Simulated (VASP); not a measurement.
Band structure of InBi (space group F-43m). Calculation: r2SCAN meta-GGA, VASP's PBE PAW potentials (set 64) (plane waves; VASP).

Unless said otherwise, spin-orbit coupling is left out, though it shifts the bands of the heavy elements here.

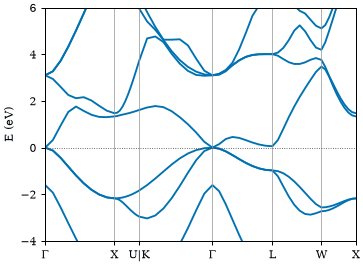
Fig. 1. Bands along high-symmetry lines, zero at the valence-band maximum or, without a gap, the Fermi level

Task: Read the plot: is there a gap, and where are the band edges?

Result: It has no gap at this level: it comes out as a metal or semimetal.

The structure comes from a computed database's InBi entry (F-43m); how it stands against other phases isn't given here. It was relaxed first.
